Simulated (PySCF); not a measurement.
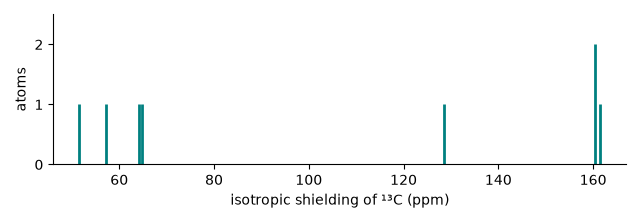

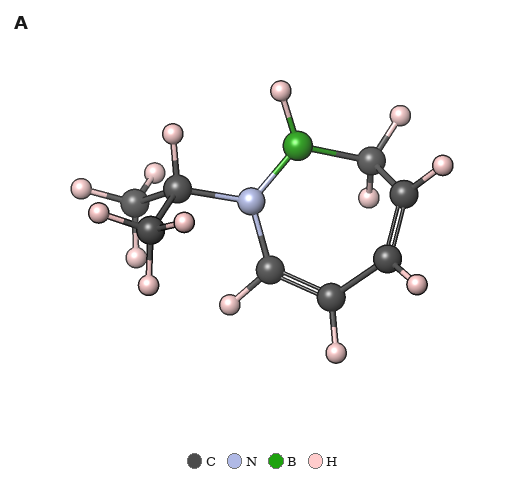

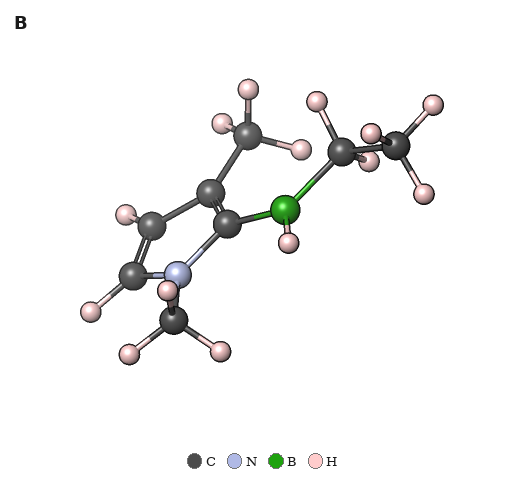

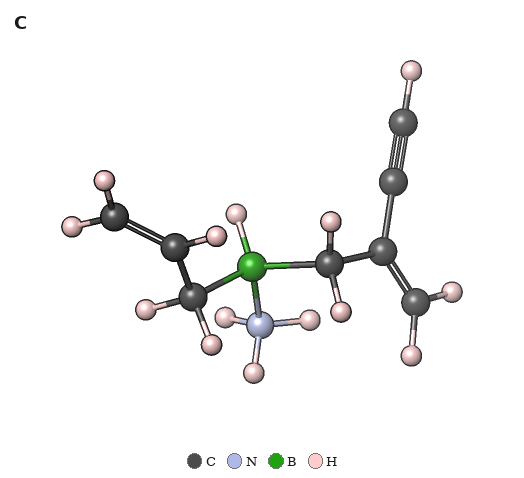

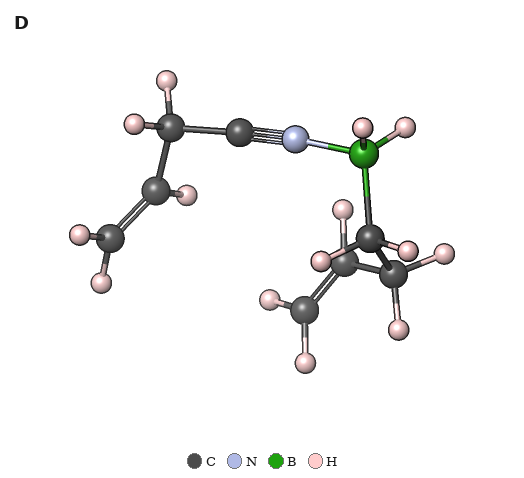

The sticks are computed shieldings of one of the molecules, for one fixed geometry (GFN2-xTB) without averaging over rotations. Low shielding means a high chemical shift. Method: GIAO PBE0/pcSseg-1 NMR shielding, non-relativistic, gas phase (PySCF 2.14.0).

Question: Match the spectrum to a structure.

Answer: A, `CC(C)N1BCC=CC=C1`. Its 8 C atoms give lines at 51.5, 57.1, 64.2, 64.9, 128.6, 160.3 (2 atoms), 161.5 ppm.

The geometry is semi-empirical. Around B such bond lengths and angles can be off by a tenth of an ångström or more and by several degrees, and values that hang on the shape move with them.
